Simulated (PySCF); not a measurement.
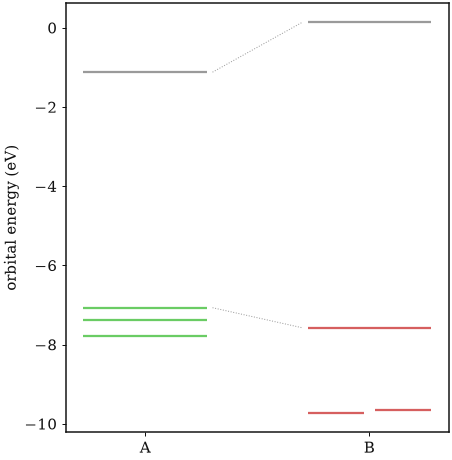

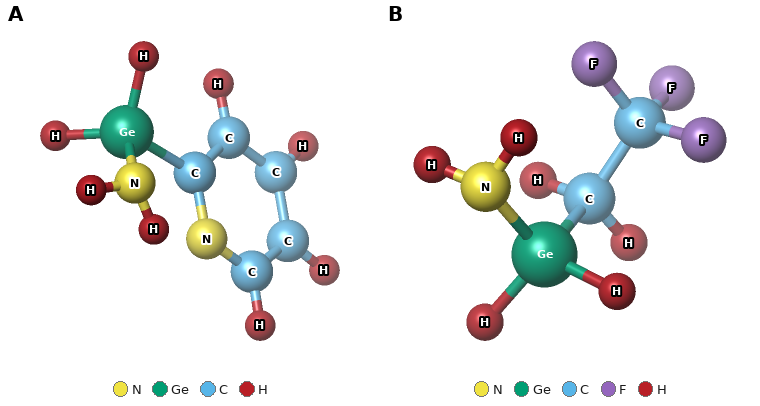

Related molecules: A is C₅H₈GeN₂, SMILES [NH2][GeH2][c]1ccccn1, singlet; B is C₂H₆F₃GeN, SMILES [NH2][GeH2][CH2]C(F)(F)F, singlet. Frontier orbital energies, PBE0/def2-SVPD, PySCF, at a PBE0-D3(BJ)/def2-SVP geometry (no frequency check); drawn are at most three filled levels and, in grey, the LUMO with any level within 0.03 eV of it; dotted lines join the HOMOs and the LUMOs.

**What does the change do to the frontier levels?**

From A to B the HOMO falls by 0.51 eV and the LUMO rises by 1.26 eV, so the separation goes from 5.95 to 7.71 eV.

**Does the ΔSCF ionisation energy follow the HOMO?**

A: −ε(HOMO) 7.07, ΔSCF 9.55 eV; B: −ε(HOMO) 7.58, ΔSCF 9.71 eV.

Limits of at least one run: empty levels above zero depend strongly on the basis; one conformer of a flexible molecule.
